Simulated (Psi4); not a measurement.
# CCSD/6-311+G(d,p) (sweep point 7) run of C2H4Si (SMILES C#C[SiH3])

Aim: the vertical singlet–triplet gap of C2H4Si at CCSD/6-311+G** (sweep point 7), from 2 runs. 

Program for the calculation: Psi4 1.11.

## 1. Starting point

C2H4Si: 7 atoms, total charge 0, spin state singlet. As SMILES, `C#C[SiH3]`. The shape is that of a PBE0-D4/def2-TZVP optimisation.

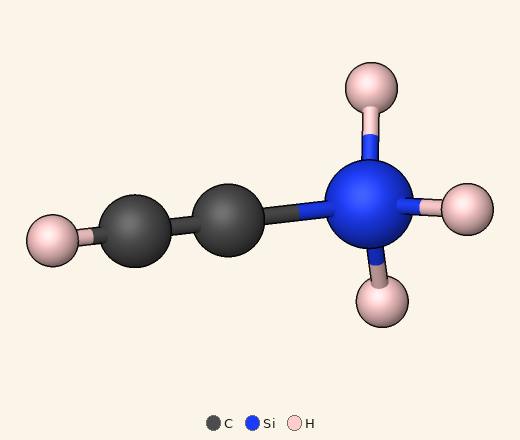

The structure, seen from a chosen angle (carbon dark grey, silicon blue, hydrogen pink).

## 2. The energy at CCSD/6-311+G(d,p) (sweep point 7)

calc.in reads:

```
memory 1.6 GB

molecule {
  0 1
  C     -0.580700    -1.871400     0.172200
  C     -0.218500    -0.726500     0.062400
  Si     0.329800     1.004300    -0.103800
  H     -0.901000    -2.883500     0.269300
  H     -0.094500     1.528300    -1.425000
  H     -0.281700     1.818100     0.974900
  H      1.807900     1.062900     0.004400
  units angstrom
  symmetry c1
}

set globals {
  basis 6-311+G**
  puream true
  scf_type pk
  num_frozen_docc 7
}

energy_value, wavefunction = energy("ccsd", return_wfn=True)
```

Run with:

```sh
psi4 -i calc.in -o calc.out -n 1
```

calc.out:

```text
[...]
  Running in c1 symmetry.
[...]
  Nuclear repulsion =   83.047890735857266
[...]
  Multiplicity = 1
[...]
  Nalpha       = 15
  Nbeta        = 15
[...]
    Number of basis functions: 98
[...]
   @RHF iter   1:  -366.87691770202980   -9.65023e-01   3.71742e-03 ADIIS/DIIS
[...]
   @RHF iter  10:  -366.96076446838640   -2.05773e-11   4.70008e-09 DIIS
[...]
    Orbital Energies [Eh]
    ---------------------
    Doubly Occupied:
       1A    -68.795126     2A    -11.247274     3A    -11.224825
       4A     -6.141122     5A     -4.248674     6A     -4.247993
       7A     -4.247992     8A     -1.031970     9A     -0.783908
      10A     -0.716044    11A     -0.559952    12A     -0.500848
      13A     -0.500826    14A     -0.405054    15A     -0.405051
[...]
  @RHF Final Energy:  -366.96076446838640
   => Energetics <=
    Nuclear Repulsion Energy =             83.0478907358572656
    One-Electron Energy =                -669.9039893796502838
    Two-Electron Energy =                 219.8953341754066741
    Total Energy =                       -366.9607644683864009
[...]
 Multipole Moments:
 ------------------------------------------------------------------------------------
     Multipole            Electronic (a.u.)      Nuclear  (a.u.)        Total (a.u.)
 ------------------------------------------------------------------------------------
 L = 1.  Multiply by 2.5417464519 to convert [e a0] to [Debye]
 Dipole X            :         -0.5429941            0.4931733           -0.0498207
 Dipole Y            :         -1.7140898            1.5559807           -0.1581091
 Dipole Z            :          0.1649158           -0.1496803            0.0152354
 Magnitude           :                                                    0.1664714
[...]
      * MP2 total energy                      = -367.331016386236513
[...]
      * CCSD total energy                     = -367.363300078345105
[...]
```

Wall time 14 s (1 thread of Intel Xeon 6975P-C (Granite Rapids), shared host); peak memory 0.91 GiB.

## 3. The triplet, same level

input.dat reads:

```
memory 1600 mb

molecule molecule1 {
  0 3
  C     -0.580700    -1.871400     0.172200
  C     -0.218500    -0.726500     0.062400
  Si     0.329800     1.004300    -0.103800
  H     -0.901000    -2.883500     0.269300
  H     -0.094500     1.528300    -1.425000
  H     -0.281700     1.818100     0.974900
  H      1.807900     1.062900     0.004400
  symmetry c1
}

set {
  reference       uhf
  puream          true
  scf_type        pk
  num_frozen_docc 7
  maxiter         150
}

result, w = energy('ccsd/6-311+G**', return_wfn=True)
```

Run with:

```sh
psi4 -i input.dat -o output.dat -n 1
```

output.dat:

```text
[...]
  Running in c1 symmetry.
[...]
  Nuclear repulsion =   83.047890735857266
[...]
  Multiplicity = 3
[...]
  Nalpha       = 16
  Nbeta        = 14
[...]
    Number of basis functions: 98
[...]
   @UHF iter   1:  -366.49699697496021   -5.85103e-01   5.23766e-03 ADIIS/DIIS
[...]
   @UHF iter  20:  -366.79660135528547   -1.40972e-11   7.34026e-09 DIIS
[...]
   @S^2 Observed:                2.017868336E+00
[...]
    Orbital Energies [Eh]
    ---------------------
    Alpha Occupied:
       1A    -68.788832     2A    -11.261846     3A    -11.248852
       4A     -6.133374     5A     -4.240898     6A     -4.240540
       7A     -4.240370     8A     -1.111313     9A     -0.809155
      10A     -0.727034    11A     -0.581003    12A     -0.577136
      13A     -0.502037    14A     -0.486018    15A     -0.438859
      16A     -0.225140
    Alpha Virtual:
      17A      0.050147    18A      0.068729    19A      0.080212
      20A      0.080648    21A      0.081341    22A      0.103025
      23A      0.130149    24A      0.144525    25A      0.165819
[...]
  @UHF Final Energy:  -366.79660135528547
   => Energetics <=
    Nuclear Repulsion Energy =             83.0478907358572656
    One-Electron Energy =                -669.5623527077630115
    Two-Electron Energy =                 219.7178606166203281
    Total Energy =                       -366.7966013552854747
  UHF NO Occupations:
  HONO-2 :   14  A 1.9953758
  HONO-1 :   15  A 1.0000000
[...]
 Multipole Moments:
 ------------------------------------------------------------------------------------
     Multipole            Electronic (a.u.)      Nuclear  (a.u.)        Total (a.u.)
 ------------------------------------------------------------------------------------
 L = 1.  Multiply by 2.5417464519 to convert [e a0] to [Debye]
 Dipole X            :         -0.5908526            0.4931733           -0.0976792
 Dipole Y            :         -1.8400463            1.5559807           -0.2840656
 Dipole Z            :          0.1925946           -0.1496803            0.0429142
 Magnitude           :                                                    0.3034405
[...]
      * MP2 total energy                      = -367.112535355755995
[...]
      * CCSD total energy                     = -367.162798743851056
[...]
```

Wall time 48 s (1 thread of Intel Xeon 6975P-C (Granite Rapids), shared host); peak memory 0.97 GiB.

## 4. What came out

Level: CCSD/6-311+G** (sweep point 7), 7 core orbitals frozen.

| quantity | value |
| --- | --- |
| singlet: total energy | -367.36330 Eh |
| singlet: HOMO energy (Hartree–Fock orbitals) | -11.02 eV |
| singlet: LUMO energy (Hartree–Fock orbitals) | 1.40 eV |
| singlet: HOMO–LUMO gap (Hartree–Fock orbitals) | 12.42 eV |
| singlet: correlation energy (7 core orbitals frozen) | -402.5 mEh |
| singlet: T1 diagnostic | 0.013 |
| triplet: total energy | -367.16280 Eh |
| triplet: HOMO energy (Hartree–Fock orbitals) (highest over α and β) | -6.13 eV |
| triplet: LUMO energy (Hartree–Fock orbitals) (lowest over α and β) | 0.00 eV |
| triplet: correlation energy (7 core orbitals frozen) | -366.2 mEh |
| triplet: ⟨S²⟩ of the reference determinant | 2.018 |
| triplet: T1 diagnostic | 0.022 |
| vertical energy of the triplet above the singlet | 5.456 eV |

At this shape the triplet lies 5.46 eV (126 kcal/mol) above the singlet.
